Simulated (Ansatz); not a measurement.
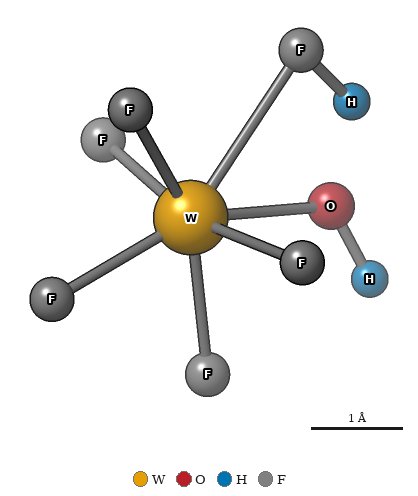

*The input geometry (ball-and-stick view, seen at a tilt). Sticks mark near contacts.*

Frequency calculation, with input and output: WH2OF6

- system: WH2OF6
- method: RKS PBE-D4/def2-SVP (Ansatz 0.2.0)

It belongs to a series of runs on one base structure; here: vibrations at the highest image of the band.

### The input
```yaml
crystal:
  periodic: [false, false, false]
  atoms:
    - { symbol: W, position_ang: [0.132056, 0.077314, -0.000923] }
    - { symbol: O, position_ang: [-0.285995, 0.272575, 1.98894] }
    - { symbol: H, position_ang: [-1.200331, 0.428031, 2.29077] }
    - { symbol: F, position_ang: [1.693506, 0.357843, -0.996352] }
    - { symbol: F, position_ang: [-0.144653, 1.9156, -0.178022] }
    - { symbol: F, position_ang: [-1.748673, -0.124415, 0.153024] }
    - { symbol: F, position_ang: [0.711667, -1.625801, 0.477511] }
    - { symbol: F, position_ang: [-0.397711, -0.547867, -1.679976] }
    - { symbol: F, position_ang: [1.737601, 0.721432, 1.388081] }
    - { symbol: H, position_ang: [0.930433, 0.678888, 2.110345] }
basis:
  gaussian: { orbitals: def2-SVP }
hamiltonian:
  xc: pbe
  dispersion: d4
phonons: {}
```

Hardware: 4 threads of Intel Xeon (Sapphire Rapids), 16 GiB of memory available, shared host.

Launch command:
```bash
ansatz run input.yaml --threads 4 --pin off --max-ram 5120MiB --backend cpu --events-out ev --progress --plain --runs-dir out
```

### The program's output
```
Engine: ansatz 0.2.0, x86_64-unknown-linux-gnu
Functional definition: PBE
  parameter kappa = 0.804
  parameter beta = 0.06672455060314922
  exchange = pbe_x(kappa = kappa, mu = beta*pi^2/3)
  correlation = pbe_c(beta = beta)
1454 factors; their error is unknown
mean field evaluation 1: about -20166.4172 eV, gradient 1.0e2 eV
mean field evaluation 2: about -19904.4857 eV, gradient 3.3e2 eV
mean field evaluation 4: about -20181.9877 eV, gradient 3.3e1 eV
mean field evaluation 8: about -20183.8111 eV, gradient 4.6e-1 eV
mean field evaluation 16: about -20183.7243 eV, gradient 1.2e-2 eV
mean field -20183.72425791 eV, -741.7381854583 hartree, gradient 4.5e-5 eV, S^2 0.000000; 0 other end points of the search recorded, 0 dependent functions left out
the calculation of the forces begins
reference -20183.72433185 eV, -741.7381881756 hartree; 39, 39 occupied and 101, 101 virtual orbitals, 1454 factors
these checks for a lower state are left out or cut short: stability, starts, cluster_reference, orbital_swaps, neighbouring_geometries, increment
1454 factors; their error is unknown
mean field -20183.72405027 eV, -741.7381778279 hartree, gradient 2.6e-6 eV, S^2 0.000000; 0 other end points of the search recorded, 0 dependent functions left out
[... from here on the field's lines of each further geometry are left out, up to the last ...]
the calculation of the forces begins
reference -20183.72428042 eV, -741.7381862858 hartree; 39, 39 occupied and 101, 101 virtual orbitals, 1454 factors
these checks for a lower state are left out or cut short: stability, starts, cluster_reference, orbital_swaps, neighbouring_geometries, increment
1454 factors; their error is unknown
mean field -20183.72423001 eV, -741.7381844334 hartree, gradient 1.2e-6 eV, S^2 0.000000; 0 other end points of the search recorded, 0 dependent functions left out
the calculation of the forces begins
reference -20183.72430396 eV, -741.7381871507 hartree; 39, 39 occupied and 101, 101 virtual orbitals, 1454 factors
WARN: phonons: modes at or below zero, which the zero-point energy, F, S and C_V leave out: 2, the lowest at -328.64 cm⁻¹. A minimum has none, and a first-order saddle one
Total energy: -20183.95863390 eV, -741.7467986173 hartree
Atom 0 at     0.132056     0.077314    -0.000923 Å, force    -0.008065     0.002887    -0.006735 eV/Å
Atom 1 at    -0.285995     0.272575     1.988940 Å, force    -0.005195    -0.013457     0.001142 eV/Å
Atom 2 at    -1.200331     0.428031     2.290770 Å, force     0.001067     0.004124    -0.000916 eV/Å
Atom 3 at     1.693506     0.357843    -0.996352 Å, force    -0.001090     0.002441     0.000866 eV/Å
Atom 4 at    -0.144653     1.915600    -0.178022 Å, force     0.001514     0.001467     0.004285 eV/Å
Atom 5 at    -1.748673    -0.124415     0.153024 Å, force     0.000599     0.006668    -0.004638 eV/Å
Atom 6 at     0.711667    -1.625801     0.477511 Å, force     0.005263     0.002217     0.002655 eV/Å
Atom 7 at    -0.397711    -0.547867    -1.679976 Å, force    -0.001807    -0.008873     0.003260 eV/Å
Atom 8 at     1.737601     0.721432     1.388081 Å, force    -0.000451    -0.000614     0.007032 eV/Å
Atom 9 at     0.930433     0.678888     2.110345 Å, force     0.008166     0.003141    -0.006951 eV/Å
Dipole moment:    -0.277835     0.130057     0.650949 e Å
Vibrations: -328.64 -25.97 116.13 172.53 189.26 225.31 261.96 276.88 298.30 316.47 337.98 395.00 443.93 609.29 642.09 672.81 680.74 696.49 704.80 761.22 973.08 1196.67 1934.74 3738.31 cm⁻¹, zero-point energy 0.969804 eV
```

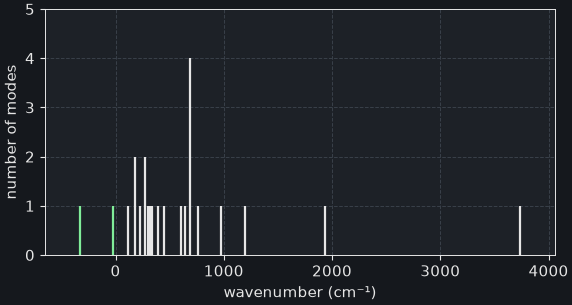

*Harmonic vibrational wavenumbers from the force constants; neighbouring modes closer than 18 cm⁻¹ are counted in one stick, and imaginary ones are drawn at negative wavenumbers.*

24 modes from 329i to 3738 cm⁻¹, 2 imaginary beyond 8i (329i, 26i cm⁻¹): not a minimum.

### Key numbers

| quantity | value |
| --- | --- |
| outcome | converged |
| total energy | −20183.9586 eV |
| mean-field energy | −20183.7243 eV |
| largest force (length of the vector) | 0.014 eV/Å |
| wall time | 50 s (CPU time 3.1 min) |
| peak memory | 0.23 GiB |
